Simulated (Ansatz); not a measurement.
Al₂Br₂H₄

| atom | x (Å) | y (Å) | z (Å) |
| --- | --- | --- | --- |
| Al | -0.7574 | 1.4981 | -0.2795 |
| Al | 0.7650 | -1.4967 | 0.2658 |
| Br | 1.2551 | 0.8180 | 0.9878 |
| Br | -1.4286 | -0.8495 | -0.6764 |
| H | -0.2728 | 2.0934 | -1.6575 |
| H | -1.7814 | 2.1254 | 0.7430 |
| H | 1.7219 | -1.8302 | -0.9429 |
| H | 0.4982 | -2.3584 | 1.5596 |

Geometry: PBE0-D4/def2-SVP.

The calculation used Ansatz, isolated molecule in a Gaussian basis; Kohn-Sham density functional theory, functional PBE0.

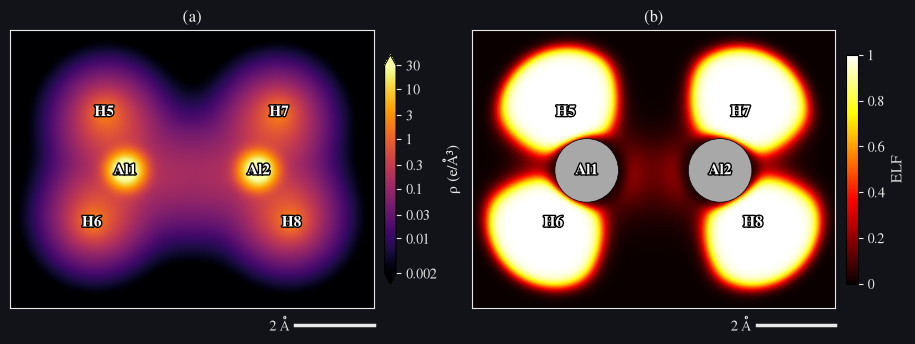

Figure 1. (a) electron density; (b) electron localisation function on the plane of atoms H5, Al1 and H6. Grey discs cover the atomic cores in the ELF map.

Interpret the plot.

Answer.
- Atoms in the plane: Al and H.
- Al–H (1.58 Å): ρ is about 0.57 e/Å³ halfway; the ELF climbs to about 1 towards the hydrogen.

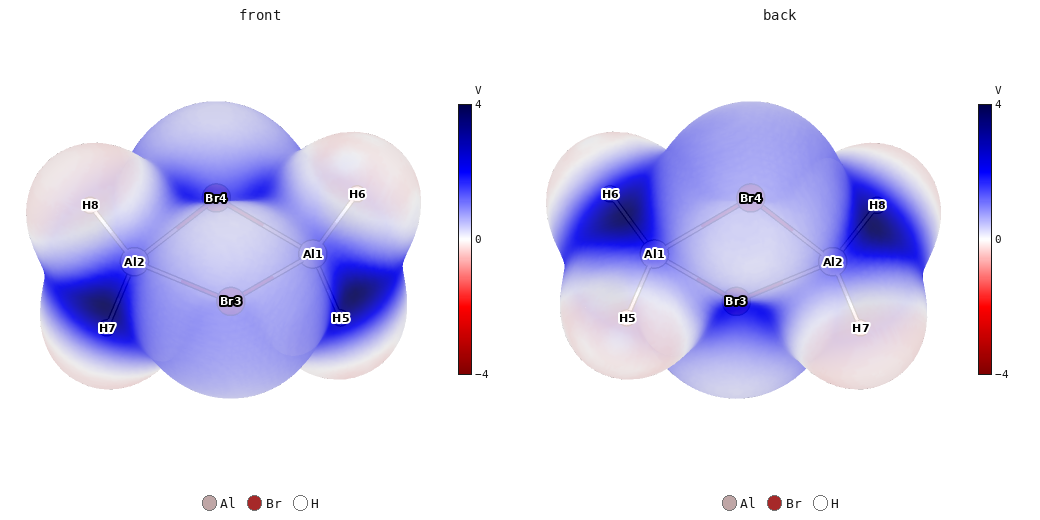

Figure 2. The molecular electrostatic potential painted on the density surface at 0.004 e/bohr³, seen from the front and from behind; red is negative and blue positive.

Describe the electrostatic potential map.

Answer. The most negative region (about −0.2 V) lies over H5, H6, H7 and H8, the most positive (about +3.8 V) over Al1 and Al2.

What dipole moment does the calculation give?

Answer. Its dipole moment is 0.10 D.

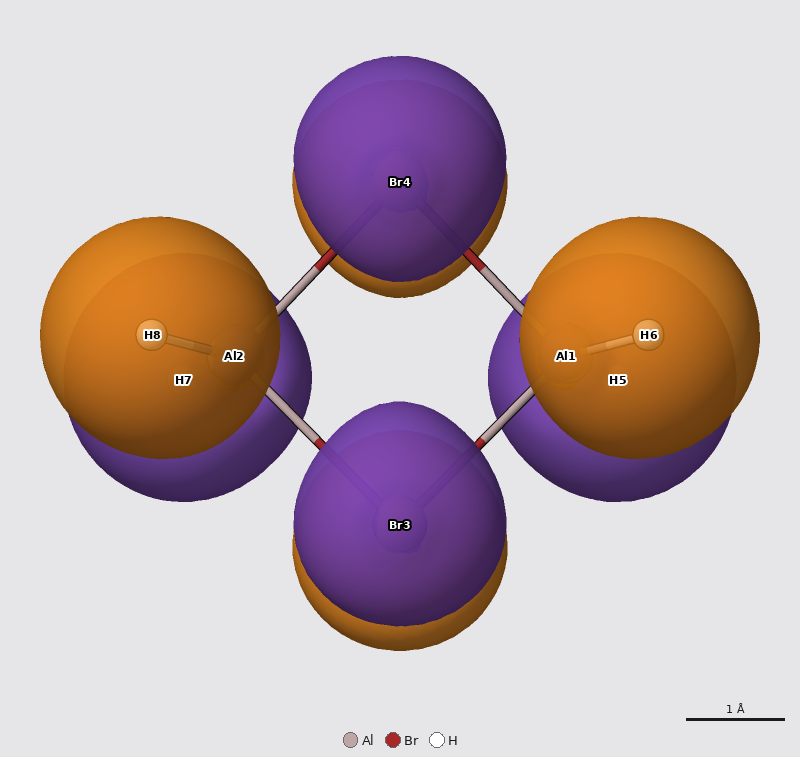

Figure 3. The HOMO at ±0.06 Å⁻³ᐟ² (orange and purple are the two phases), seen from one side.

Describe this orbital and give its energy.

Answer. It lies mainly on Br4 (about 15 %), Br3 (about 15 %), H7 (about 15 %), H5 (about 15 %), Al1 (about 10 %) and Al2 (about 10 %). Its energy is −8.25 eV.
